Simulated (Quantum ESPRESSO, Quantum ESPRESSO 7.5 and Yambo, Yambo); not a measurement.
# A GW chain in Yambo: InF3 (R-3c)

Wanted: ground state, empty states, screening and self-energy for InF3 (R-3c).

Calculated with Quantum ESPRESSO 7.5 and Yambo 5.3.0; LDA and many-body steps on it, plane waves.

## 1. The structure

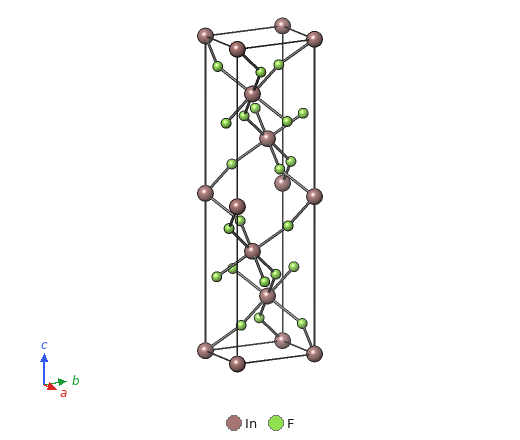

Start, viewed slightly off an axis; indium brown, fluorine green. This picture shows the conventional cell, with its axes. Bonds to atoms that aren't drawn are left out. Some periodic images of atoms are drawn too.

The cell and positions are those that the Materials Project relaxed with its own functionals (PBE, PBE+U or r2SCAN), kept fixed.

## 2. Ground state

This step: Quantum ESPRESSO 7.5; DFT, LDA, plane waves, norm-conserving pseudopotentials.

The ground-state density comes first.

pw.in reads:

```
&control
  calculation = 'scf'
  prefix = 'x'
  outdir = 'o'
  pseudo_dir = 'pseudo'
/
&system
  ibrav = 0
  nat = 8
  ntyp = 2
  ecutwfc = 80.0
  nbnd = 50
  force_symmorphic = .true.
/
&electrons
  conv_thr = 1e-10
  electron_maxstep = 80
  mixing_beta = 0.5
/
ATOMIC_SPECIES
  In 114.82 In.upf
  F 18.998 F.upf
CELL_PARAMETERS angstrom
  2.6021411829 1.5023469124 4.9075061345
  -2.6021411829 1.5023469124 4.9075061345
  0.0000000000 -3.0046938249 4.9075061345
ATOMIC_POSITIONS crystal
  In 0.5000000000 0.5000000000 0.5000000000
  In 0.0000000000 0.0000000000 0.0000000000
  F 0.3957092200 0.7500000000 0.1042907800
  F 0.7500000000 0.1042907800 0.3957092200
  F 0.8957092200 0.6042907800 0.2500000000
  F 0.2500000000 0.8957092200 0.6042907800
  F 0.6042907800 0.2500000000 0.8957092200
  F 0.1042907800 0.3957092200 0.7500000000
K_POINTS automatic
  6 6 6 0 0 0
```

Launch:

```
$ OMP_NUM_THREADS=1 mpirun -n 8 pw.x -nk 8 -in pw.in > pw.out
```

Log:

```text
Program PWSCF v.7.5 starts

     This program is part of the open-source Quantum ESPRESSO suite
     for quantum simulation of materials; please cite
         "P. Giannozzi et al., J. Phys.:Condens. Matter 21 395502 (2009);
         "P. Giannozzi et al., J. Phys.:Condens. Matter 29 465901 (2017);
         "P. Giannozzi et al., J. Chem. Phys. 152 154105 (2020);
     in publications or presentations arising from this work. More details at
     Message from routine setup:
     using ibrav=0 with symmetry is DISCOURAGED, use correct ibrav instead

     G-vector sticks info

     bravais-lattice index     =            0
     lattice parameter (alat)  =      10.8740  a.u.
     unit-cell volume          =     776.8010 (a.u.)^3
     number of atoms/cell      =            8
     number of atomic types    =            2
     number of electrons       =        84.00
     number of Kohn-Sham states=           50
     kinetic-energy cutoff     =      80.0000  Ry
     charge density cutoff     =     320.0000  Ry
     scf convergence threshold =      1.0E-10
     mixing beta               =       0.5000
     number of iterations used =            8  plain     mixing
     Exchange-correlation= SLA  PW   NOGX NOGC
                           (   1   4   0   0   0   0   0)

     celldm(1)=  10.874024  celldm(2)=   0.000000  celldm(3)=   0.000000
     celldm(4)=   0.000000  celldm(5)=   0.000000  celldm(6)=   0.000000

     crystal axes: (cart. coord. in units of alat)
               a(1) = (   0.452209   0.261083   0.852844 )
               a(2) = (  -0.452209   0.261083   0.852844 )
               a(3) = (   0.000000  -0.522166   0.852844 )

     reciprocal axes: (cart. coord. in units 2 pi/alat)
               b(1) = (  1.105683  0.638366  0.390849 )
               b(2) = ( -1.105683  0.638366  0.390849 )
               b(3) = (  0.000000 -1.276733  0.390849 )
     Pseudo is Norm-conserving + core correction, Zval = 21.0
     Generated using ONCVPSP code by D. R. Hamann
     Using radial grid of 1894 points,  6 beta functions with:
     Pseudo is Norm-conserving + core correction, Zval =  7.0
     Generated using ONCVPSP code by D. R. Hamann
     Using radial grid of  824 points,  5 beta functions with:
     In               21.00   114.82000     In( 1.00)
     F                 7.00    18.99800     F ( 1.00)

      6 Sym. Ops., with inversion, found

   Cartesian axes

     site n.     atom                  positions (alat units)
         1        In     tau(   1) = (   0.0000000  -0.0000000   1.2792656  )
         2        In     tau(   2) = (   0.0000000   0.0000000   0.0000000  )
         3        F      tau(   3) = (  -0.1602136   0.2446682   1.0660546  )
         4        F      tau(   4) = (   0.2919957   0.0164149   1.0660546  )
         5        F      tau(   5) = (   0.1317821   0.2610831   1.4924765  )
         6        F      tau(   6) = (  -0.2919957  -0.0164149   1.4924765  )
         7        F      tau(   7) = (   0.1602136  -0.2446682   1.4924765  )
         8        F      tau(   8) = (  -0.1317821  -0.2610831   1.0660546  )

     number of k points=    40
                       cart. coord. in units 2pi/alat
        k(    1) = (   0.0000000   0.0000000   0.0000000), wk =   0.0092593
        k(    2) = (   0.0000000  -0.2127888   0.0651415), wk =   0.0555556
        k(    3) = (   0.0000000  -0.4255775   0.1302831), wk =   0.0555556
        k(    4) = (   0.0000000   0.6383663  -0.1954246), wk =   0.0277778
        k(    5) = (  -0.1842805  -0.1063944   0.1302831), wk =   0.0555556
        k(    6) = (  -0.1842805  -0.3191831   0.1954246), wk =   0.0555556
        k(    7) = (  -0.1842805   0.7447606  -0.1302831), wk =   0.0555556
        k(    8) = (  -0.1842805   0.5319719  -0.0651415), wk =   0.0555556
        k(    9) = (  -0.1842805   0.3191831   0.0000000), wk =   0.0555556
        k(   10) = (  -0.3685609  -0.2127888   0.2605662), wk =   0.0555556
     [... 28 further rows ...]
        k(   39) = (  -0.1842805  -0.5319719  -0.1302831), wk =   0.0555556
        k(   40) = (   0.7371219  -0.2127888   0.2605662), wk =   0.0555556

     Dense  grid:    74873 G-vectors     FFT dimensions: (  64,  64,  64)

     Initial potential from superposition of free atoms

     starting charge      83.9942, renormalised to      84.0000
     Starting wfcs are   50 randomized atomic wfcs

     per-process dynamical memory:   100.0 Mb

     Self-consistent Calculation

     iteration #  1     ecut=    80.00 Ry     beta= 0.50

     total energy              =   -1092.43010600 Ry
     estimated scf accuracy    <       0.99655519 Ry

     iteration #  2     ecut=    80.00 Ry     beta= 0.50

     total energy              =   -1092.72877380 Ry
     estimated scf accuracy    <       0.17414058 Ry

     iteration #  3     ecut=    80.00 Ry     beta= 0.50

     total energy              =   -1092.75357879 Ry
     estimated scf accuracy    <       0.00987182 Ry

     iteration #  4     ecut=    80.00 Ry     beta= 0.50

     total energy              =   -1092.75439197 Ry
     estimated scf accuracy    <       0.00050873 Ry

     iteration #  5     ecut=    80.00 Ry     beta= 0.50

     total energy              =   -1092.75449596 Ry
     estimated scf accuracy    <       0.00002168 Ry

     iteration #  6     ecut=    80.00 Ry     beta= 0.50

     total energy              =   -1092.75449622 Ry
     estimated scf accuracy    <       0.00000249 Ry

     iteration #  7     ecut=    80.00 Ry     beta= 0.50

     total energy              =   -1092.75449669 Ry
     estimated scf accuracy    <       0.00000012 Ry

     iteration #  8     ecut=    80.00 Ry     beta= 0.50

     total energy              =   -1092.75449672 Ry
     estimated scf accuracy    <       0.00000003 Ry

     iteration #  9     ecut=    80.00 Ry     beta= 0.50

     total energy              =   -1092.75449672 Ry
     estimated scf accuracy    <          9.1E-10 Ry

     iteration # 10     ecut=    80.00 Ry     beta= 0.50

     End of self-consistent calculation

          k = 0.0000 0.0000 0.0000 (  9321 PWs)   bands (ev):

  -108.5499-108.5498 -67.1693 -67.1693 -67.1688 -67.1688 -67.1512 -67.1506
   -17.5336 -17.0687 -17.0687 -16.9410 -16.8391 -16.8391  -8.5556  -8.5556
    -8.0754  -8.0754  -8.0509  -7.9059  -7.9001  -7.9001  -7.3455  -7.3455
    -2.7932  -0.7320  -0.7320  -0.3872   1.0025   1.1275   1.1379   1.2684
     1.2684   1.7931   1.7931   2.0962   2.1652   2.1652   2.2165   2.2165
     2.3611   2.3611   6.4029  11.8103  12.8183  13.9160  13.9160  14.9032
    15.8085  15.8085

          k = 0.0000-0.2128 0.0651 (  9391 PWs)   bands (ev):

  -108.5499-108.5498 -67.1693 -67.1693 -67.1688 -67.1688 -67.1512 -67.1506
   -17.4876 -17.0628 -17.0586 -16.9495 -16.8800 -16.8604  -8.4858  -8.4843
    -8.0638  -8.0626  -8.0395  -7.9140  -7.9113  -7.9102  -7.4450  -7.4406
    -2.6987  -0.9262  -0.5466  -0.3193   0.9437   1.0645   1.2780   1.3478
     1.4569   1.5631   1.8048   2.0401   2.0960   2.1089   2.1619   2.1720
     2.3011   2.3554   6.8211  11.2878  13.1346  13.5494  14.0186  14.9133
    15.4826  15.9135

          k = 0.0000-0.4256 0.1303 (  9404 PWs)   bands (ev):

  -108.5499-108.5499 -67.1692 -67.1692 -67.1689 -67.1689 -67.1511 -67.1507
   -17.3623 -17.0605 -17.0314 -16.9924 -16.9562 -16.9134  -8.2891  -8.2867
    -8.0319  -8.0288  -8.0094  -7.9432  -7.9387  -7.9366  -7.6956  -7.6871
    -2.4118  -1.4097  -0.0942  -0.0442   0.7857   1.0493   1.1460   1.3894
     1.4874   1.5903   1.8226   1.8854   2.0024   2.0379   2.0592   2.1394
     2.2735   2.3142   7.8097  10.2232  13.2483  13.7340  13.9044  14.7125
    15.0760  15.4987

          k = 0.0000 0.6384-0.1954 (  9372 PWs)   bands (ev):

     [... further k-points ...]

     highest occupied, lowest unoccupied level (ev):     2.3935    6.4029

!    total energy              =   -1092.75449672 Ry
     estimated scf accuracy    <          1.4E-11 Ry

     The total energy is the sum of the following terms:
     one-electron contribution =    -723.92825001 Ry
     hartree contribution      =     387.83386701 Ry
     xc contribution           =    -176.43314654 Ry
     ewald contribution        =    -580.22696718 Ry

     convergence has been achieved in  10 iterations

     XML data file, charge density, pseudopotentials, collected wavefunctions

=------------------------------------------------------------------------------=
   JOB DONE.
=------------------------------------------------------------------------------=
```

Run time: 46 s. Hardware: 8 MPI ranks of Arm Neoverse V2, shared host; peak memory 1.3 GiB; 6 min of CPU time.

Numbers from this step:

| Item | Value |
| --- | --- |
| total energy | -14867.6823 eV |
| gap | 4.009 eV |
| k of the valence top | 0, -0.5, -0.5 |
| k of the conduction bottom | 0, 0, 0 |
| least direct gap | 4.042 eV |

The gap is indirect, with the least direct gap 0.03 eV higher.

## 3. Bands along the symmetry lines

Levels along a band path, at the cheap level, show where the edges lie and whether the meshes to come will hold them.

pw.in reads:

```
&control
  calculation = 'bands'
  prefix = 'x'
  outdir = 'o'
  pseudo_dir = 'pseudo'
/
&system
  ibrav = 0
  nat = 8
  ntyp = 2
  ecutwfc = 80.0
  nbnd = 48
  force_symmorphic = .true.
/
&electrons
  conv_thr = 1e-9
  electron_maxstep = 80
  diago_full_acc = .true.
  diago_thr_init = 5e-6
/
ATOMIC_SPECIES
  In 114.82 In.upf
  F 18.998 F.upf
CELL_PARAMETERS angstrom
  2.6021411829 1.5023469124 4.9075061345
  -2.6021411829 1.5023469124 4.9075061345
  0.0000000000 -3.0046938249 4.9075061345
ATOMIC_POSITIONS crystal
  In 0.5000000000 0.5000000000 0.5000000000
  In 0.0000000000 0.0000000000 0.0000000000
  F 0.3957092200 0.7500000000 0.1042907800
  F 0.7500000000 0.1042907800 0.3957092200
  F 0.8957092200 0.6042907800 0.2500000000
  F 0.2500000000 0.8957092200 0.6042907800
  F 0.6042907800 0.2500000000 0.8957092200
  F 0.1042907800 0.3957092200 0.7500000000
K_POINTS crystal
  59
  0.00000000 0.00000000 0.00000000 1
  0.06250000 0.06250000 0.06250000 1
  0.12500000 0.12500000 0.12500000 1
  0.18750000 0.18750000 0.18750000 1
  0.25000000 0.25000000 0.25000000 1
  0.31250000 0.31250000 0.31250000 1
  0.37500000 0.37500000 0.37500000 1
  0.43750000 0.43750000 0.43750000 1
  0.50000000 0.50000000 0.50000000 1
  0.53385691 0.46614309 0.50000000 1
  0.56771382 0.43228618 0.50000000 1
  0.60157073 0.39842927 0.50000000 1
  0.63542764 0.36457236 0.50000000 1
  0.66928455 0.33071545 0.50000000 1
  0.70314146 0.29685854 0.50000000 1
  0.73699837 0.26300163 0.50000000 1
  0.77085528 0.22914472 0.50000000 1
  0.50000000 -0.22914472 0.22914472 1
  0.50000000 -0.20050163 0.20050163 1
  0.50000000 -0.17185854 0.17185854 1
  0.50000000 -0.14321545 0.14321545 1
  0.50000000 -0.11457236 0.11457236 1
  0.50000000 -0.08592927 0.08592927 1
  0.50000000 -0.05728618 0.05728618 1
  0.50000000 -0.02864309 0.02864309 1
  0.50000000 0.00000000 0.00000000 1
  0.43750000 0.00000000 0.00000000 1
  0.37500000 0.00000000 0.00000000 1
  0.31250000 0.00000000 0.00000000 1
  0.25000000 0.00000000 0.00000000 1
  0.18750000 0.00000000 0.00000000 1
  0.12500000 0.00000000 0.00000000 1
  0.06250000 0.00000000 0.00000000 1
  0.00000000 0.00000000 0.00000000 1
  0.04557154 -0.04557154 0.00000000 1
  0.09114309 -0.09114309 0.00000000 1
  0.13671464 -0.13671464 0.00000000 1
  0.18228618 -0.18228618 0.00000000 1
  0.22785772 -0.22785772 0.00000000 1
  0.27342927 -0.27342927 0.00000000 1
  0.31900081 -0.31900081 0.00000000 1
  0.36457236 -0.36457236 -0.00000000 1
  0.63542764 0.00000000 0.36457236 1
  0.61849919 0.00000000 0.38150081 1
  0.60157073 0.00000000 0.39842927 1
  0.58464227 0.00000000 0.41535773 1
  0.56771382 0.00000000 0.43228618 1
  0.55078536 0.00000000 0.44921464 1
  0.53385691 0.00000000 0.46614309 1
  0.51692845 0.00000000 0.48307154 1
  0.50000000 0.00000000 0.50000000 1
  0.43750000 0.00000000 0.43750000 1
  0.37500000 0.00000000 0.37500000 1
  0.31250000 0.00000000 0.31250000 1
  0.25000000 0.00000000 0.25000000 1
  0.18750000 0.00000000 0.18750000 1
  0.12500000 0.00000000 0.12500000 1
  0.06250000 0.00000000 0.06250000 1
  0.00000000 0.00000000 0.00000000 1
```

Log:

```text
[banner, memory and clock lines left out]
Program PWSCF v.7.5 starts

     Atomic positions and unit cell read from directory:
     o/x.save/

     Message from routine setup:
     using ibrav=0 with symmetry is DISCOURAGED, use correct ibrav instead

     G-vector sticks info

     bravais-lattice index     =            0
     lattice parameter (alat)  =      10.8740  a.u.
     unit-cell volume          =     776.8010 (a.u.)^3
     number of atoms/cell      =            8
     number of atomic types    =            2
     number of electrons       =        84.00
     number of Kohn-Sham states=           48
     kinetic-energy cutoff     =      80.0000  Ry
     charge density cutoff     =     320.0000  Ry
     Exchange-correlation= SLA  PW   NOGX NOGC
                           (   1   4   0   0   0   0   0)

     celldm(1)=  10.874024  celldm(2)=   0.000000  celldm(3)=   0.000000
     celldm(4)=   0.000000  celldm(5)=   0.000000  celldm(6)=   0.000000

     crystal axes: (cart. coord. in units of alat)
               a(1) = (   0.452209   0.261083   0.852844 )
               a(2) = (  -0.452209   0.261083   0.852844 )
               a(3) = (   0.000000  -0.522166   0.852844 )

     reciprocal axes: (cart. coord. in units 2 pi/alat)
               b(1) = (  1.105683  0.638366  0.390849 )
               b(2) = ( -1.105683  0.638366  0.390849 )
               b(3) = (  0.000000 -1.276733  0.390849 )
     Pseudo is Norm-conserving + core correction, Zval = 21.0
     Generated using ONCVPSP code by D. R. Hamann
     Using radial grid of 1894 points,  6 beta functions with:
     Pseudo is Norm-conserving + core correction, Zval =  7.0
     Generated using ONCVPSP code by D. R. Hamann
     Using radial grid of  824 points,  5 beta functions with:
     In               21.00   114.82000     In( 1.00)
     F                 7.00    18.99800     F ( 1.00)

      6 Sym. Ops., with inversion, found

   Cartesian axes

     site n.     atom                  positions (alat units)
         1        In     tau(   1) = (   0.0000000  -0.0000000   1.2792656  )
         2        In     tau(   2) = (   0.0000000   0.0000000   0.0000000  )
         3        F      tau(   3) = (  -0.1602136   0.2446682   1.0660546  )
         4        F      tau(   4) = (   0.2919957   0.0164149   1.0660546  )
         5        F      tau(   5) = (   0.1317821   0.2610831   1.4924765  )
         6        F      tau(   6) = (  -0.2919957  -0.0164149   1.4924765  )
         7        F      tau(   7) = (   0.1602136  -0.2446682   1.4924765  )
         8        F      tau(   8) = (  -0.1317821  -0.2610831   1.0660546  )

     number of k points=    59
                       cart. coord. in units 2pi/alat
        k(    1) = (   0.0000000   0.0000000   0.0000000), wk =   0.0338983
        k(    2) = (   0.0000000   0.0000000   0.0732842), wk =   0.0338983
        k(    3) = (   0.0000000   0.0000000   0.1465685), wk =   0.0338983
[...]
[... 47 further rows ...]
        k(   58) = (   0.0691052  -0.0398979   0.0488562), wk =   0.0338983
        k(   59) = (   0.0000000   0.0000000   0.0000000), wk =   0.0338983

     Dense  grid:    74873 G-vectors     FFT dimensions: (  64,  64,  64)

     The potential is recalculated from file :
     o/x.save/charge-density

     Starting wfcs are   50 randomized atomic wfcs

     Band Structure Calculation

     End of band structure calculation

          k = 0.0000 0.0000 0.0000 (  9321 PWs)   bands (ev):

  -108.5499-108.5499 -67.1693 -67.1693 -67.1688 -67.1688 -67.1513 -67.1506
   -17.5336 -17.0687 -17.0687 -16.9410 -16.8390 -16.8390  -8.5556  -8.5556
    -8.0755  -8.0754  -8.0509  -7.9059  -7.9001  -7.9001  -7.3455  -7.3455
    -2.7932  -0.7320  -0.7320  -0.3872   1.0025   1.1275   1.1379   1.2684
[...]
k = 0.0000 0.0000 0.0733 (  9327 PWs)   bands (ev):

  -108.5499-108.5499 -67.1693 -67.1693 -67.1688 -67.1688 -67.1512 -67.1506
[...]
k = 0.0000 0.0000 0.1466 (  9321 PWs)   bands (ev):

  -108.5499-108.5499 -67.1693 -67.1693 -67.1688 -67.1688 -67.1512 -67.1506
[...]
k =-0.0000 0.0000 0.2199 (  9348 PWs)   bands (ev):

[...]
k =-0.0000 0.0000 0.4397 (  9353 PWs)   bands (ev):

[...]
k =-0.0000 0.0000 0.5130 (  9320 PWs)   bands (ev):

[...]
k = 0.8062-0.1197 0.1954 (  9402 PWs)   bands (ev):

[...]
k = 0.7745-0.0648 0.1954 (  9386 PWs)   bands (ev):

[...]
k = 0.7429-0.0099 0.1954 (  9402 PWs)   bands (ev):

[...]
k = 0.5039 0.0000-0.0000 (  9414 PWs)   bands (ev):

[...]
k = 0.6047 0.0000-0.0000 (  9408 PWs)   bands (ev):

[...]
k = 0.8062 0.0000 0.0000 (  9400 PWs)   bands (ev):

[...]
k = 0.1382-0.0798 0.0977 (  9367 PWs)   bands (ev):

[...]
k = 0.0691-0.0399 0.0489 (  9345 PWs)   bands (ev):

  -108.5499-108.5499 -67.1693 -67.1693 -67.1688 -67.1688 -67.1512 -67.1506
[...]
k = 0.0000 0.0000 0.0000 (  9321 PWs)   bands (ev):

  -108.5499-108.5499 -67.1693 -67.1693 -67.1688 -67.1688 -67.1513 -67.1506
[...]
1.2684   1.7931   1.7931   2.0962   2.1652   2.1652   2.2165   2.2165
     2.3611   2.3611   6.4029  11.8103  12.8183  13.9160  13.9160  14.9032

     XML data file, pseudopotentials, collected wavefunctions
```

Wall time 16 s (8 MPI ranks); peak memory 0.95 GiB.

This step gave:

```yaml
gap: 4.009 eV
k_of_the_valence_top: 0.5, 0, 0.5
k_of_the_conduction_bottom: 0, 0, 0
least_direct_gap: 4.042 eV
```

The gap is 4.009 eV, as in the run before at this level.

Electronic bands along the path, in eV, zero at the top of the highest filled band:

```tsv
point	band 39	band 40	band 41	band 42	band 43	band 44	band 45	band 46
Γ	-0.18	-0.18	-0.03	-0.03	4.01	9.42	10.42	11.52
T	-0.12	-0.12	-0.12	-0.12	6.43	6.43	11.71	11.71
H2	-0.18	-0.18	-0.09	-0.09	7.09	7.09	10.03	10.03
jump to H0	-0.18	-0.18	-0.09	-0.09	7.09	7.09	10.03	10.03
L	-0.26	-0.26	-0.13	-0.13	6.61	6.61	11.02	11.02
Γ	-0.18	-0.18	-0.03	-0.03	4.01	9.42	10.42	11.52
S0	-0.22	-0.18	-0.14	-0.03	6.85	7.23	9.89	10.62
jump to S2	-0.22	-0.18	-0.14	-0.03	6.85	7.23	9.89	10.62
F	-0.25	-0.20	-0.15	0.00	6.54	8.08	9.59	10.49
Γ	-0.18	-0.18	-0.03	-0.03	4.01	9.42	10.42	11.52
```

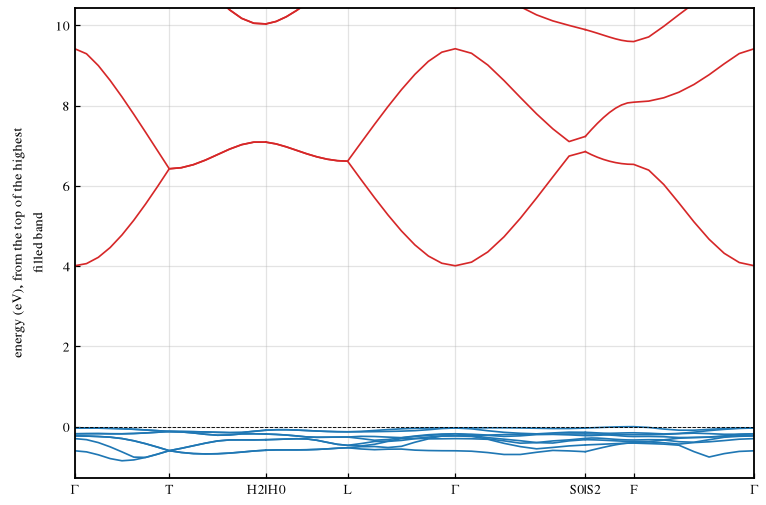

Electronic bands along the path; lines of filled and empty bands in two colours.

(Continued in part 2 of 3.)

[Paths, hosts, dates, memory and timing lines, banners, echoed tables and standing remarks are left out of the program output.]

[Logs are printed without paths, hosts, clocks, repeated set-up lines and the standing remarks that a program may print on its own settings, such as how far it seeks lower states.]

[Runs of the session that timed out or met a known fault of the program may be left out.]

[Hosts, paths, dates, database ids (printed as entryN), source tags and the programs' standing remarks are cut or masked in the printed files.]
